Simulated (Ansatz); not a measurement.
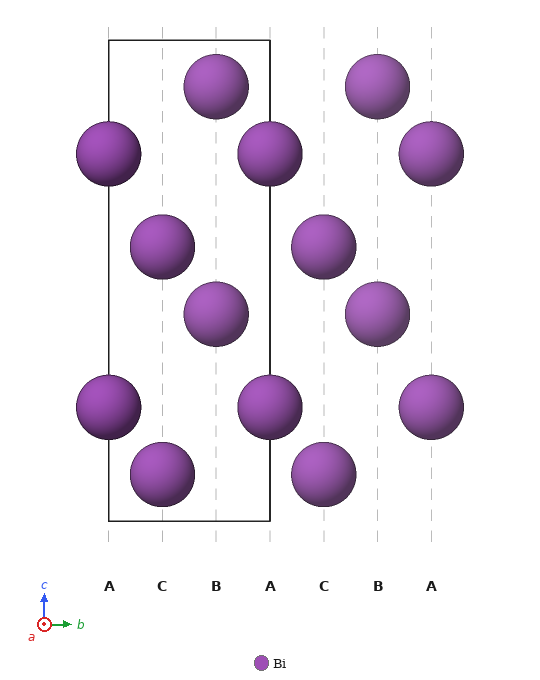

Projection along an edge of the hexagonal mesh, stacking direction c upwards. The dashed lines mark the three columns A (0, 0), B (1/3, 2/3) and C (2/3, 1/3). The sequence starts with the first layer at or above the cell's origin.

Bi (space group R-3m, No. 166): coordinates from a relaxation with Ansatz, DFT PBEsol, scalar-relativistic, plane waves, PAW.

Q: List the layers of one repeat.

A: Bi(C) – Bi(A) – Bi(B) – Bi(C) – Bi(A) – Bi(B) (six layers in 11.68 Å).
